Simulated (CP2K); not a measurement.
Consider formate dihydrate at its PBE geometry (Å).

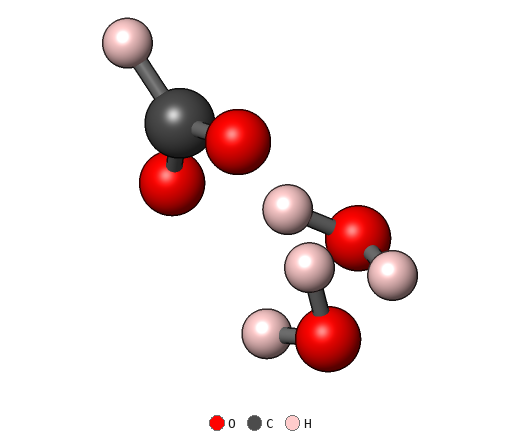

The molecule (oxygen red, carbon dark grey, hydrogen pink).

```xyz
10

O    -0.9853    0.7036   -0.2819
C    -1.5607   -0.4177   -0.1002
O    -1.0719   -1.5857   -0.1872
O     1.4200   -0.7651   -0.8355
O     1.2257    1.5290    1.1871
H    -2.6565   -0.3673    0.1667
H     0.9608    0.0803   -1.0158
H     0.6085   -1.2818   -0.5568
H     0.3495    1.3625    0.7553
H     1.7099    0.7423    0.8682
```

Method: CP2K XAS_TDP, all-electron GAPW, PBEh(45%), aug-cc-pVDZ, TDA, no relativity.

**Question.** Predict the bright core excitations at the C K edge.

Leading lines: C2 283.35 eV. The leading line of an atom is its first one with 35 % of the strongest within 2.5 eV of its lowest line over the strength cut. 

The first six lines of each atom with a strength over 0.0015:

```csv
atom,energy (eV),states,"strength, one atom"
C2 (bonded to 2 O and H),283.35,1,0.0742
,285.72,1,0.0103
,287.21,1,0.0016
,287.95,1,0.0020
,288.04,1,0.0038
,288.24,1,0.0135
```

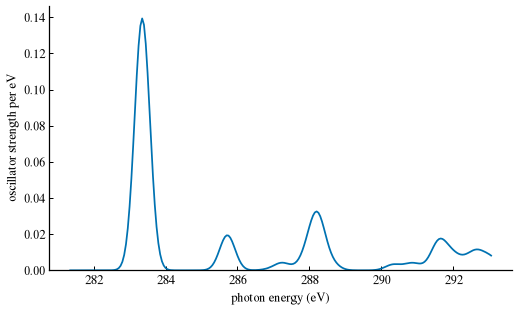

All atoms added, broadened by 0.5 eV.

Lines are vertical, at one geometry, with no vibrational structure. Without a correction of the core level, line positions, and the gaps between valence and Rydberg lines, follow the share of exact exchange. At this level such K lines come out 3 to 6 eV under measured ones. These values hold no scalar relativity, about 0.1 eV for C 1s. Rydberg lines, and the discretised continuum above threshold, depend on the basis and the box. This is one low-energy arrangement of the cluster, relaxed without a dispersion correction; others exist. The ion (charge -1) is isolated, with no counter-ion or solvent. In an isolated anion many lines lie above the ionisation threshold and are held only by the finite basis.

[Banner, clock and machine lines of the logs are left out without a mark of their own.]

[Logs are printed without paths, hosts, clocks, repeated set-up lines and the standing remarks that a program may print on its own settings, such as how far it seeks lower states.]

[Hosts, paths, dates, database ids (printed as entryN), source tags and the programs' standing remarks are cut or masked in the printed files.]
